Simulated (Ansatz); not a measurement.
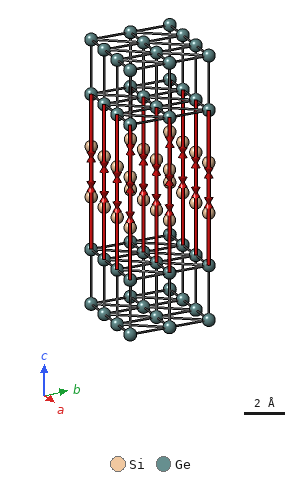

A relaxation of crystalline Si₂Ge₃ (a generated structure, set up in P6/mmm). The starting structure is drawn; red arrows show the displacements (the part carried along by the change of the cell is left out), 100 times their true length.

Style: ball-and-stick. Shown: the cell of the calculation, repeated 3 × 2 × 1 with one cell outlined, slightly off an axis.

Level of theory: Ansatz, DFT PBE, scalar-relativistic, plane waves, PAW.

The input:
```yaml
crystal:
  lattice:
    - [2.7562108281, 0.0, 0.0]
    - [-1.378105414, 2.3869485953, 0.0]
    - [0.0, 0.0, 13.6432834081]
  atoms:
    - { symbol: Si, position: [0.0, 0.0, 0.5956318866] }
    - { symbol: Si, position: [0.0, 0.0, 0.4043681134] }
    - { symbol: Ge, position: [0.0, 0.0, 0.7936000112] }
    - { symbol: Ge, position: [0.0, 0.0, 0.0] }
    - { symbol: Ge, position: [0.0, 0.0, 0.2063999888] }
basis:
  ecutwfc: 420
kpoints:
  mp_grid: { grid: [18, 18, 4] }
hamiltonian:
  xc: pbe
scf:
  occupations: { method: gaussian, width: 0.1 }
output:
  forces: true
  stress: true
  eigenvalues: true
  write_density: true
  write_potential: true
  elf: true
  volumetric_format: npy
relax:
  adjacent_minimum: "off"
  f_tol: 0.01
  max_steps: 80
  cell: { stress_tol: 0.05 }
```

Command:
```bash
ansatz run input.yaml --threads 1 --pin off --max-ram 2560MiB --backend cpu --events-out ev --progress --plain --runs-dir out
```

Q: Describe the change and its energy.

A: After 4 accepted moves (5 points after the start) the energy has fallen by 29.8 meV per atom. Largest force component: 0.17 eV/Å at the start, 0.00056 eV/Å at the end. Pressure: −0.95 GPa at the start and 0.01 GPa at the end. The SCF was repeated once at an unchanged geometry on a basis and grid sized afresh for the cell, which shifted the energy by less than 0.05 meV per atom at most. The largest moves relative to the cell, 0.034 Å, are those of Ge3 and Ge5. Ge3 goes along −c. Largest moves by element: Ge 0.034 Å, Si 0.022 Å. Cell: a = b 2.756 → 2.799 Å (+1.6 %), c 13.643 → 13.024 Å (−4.5 %). Volume −1.5 %. Some distances before and after: Si1–Si2 2.609 → 2.447 Å, Si1–Ge3 2.701 → 2.567 Å, Ge3–Ge4 2.816 → 2.722 Å, Ge3–Ge3 2.756 → 2.799 Å. The space group stays P6/mmm (No. 191). Cost: 2.1 min on 1 thread of Intel(R) Xeon(R) Processor @ 2.70GHz, on a shared host, peak memory 0.58 GiB.
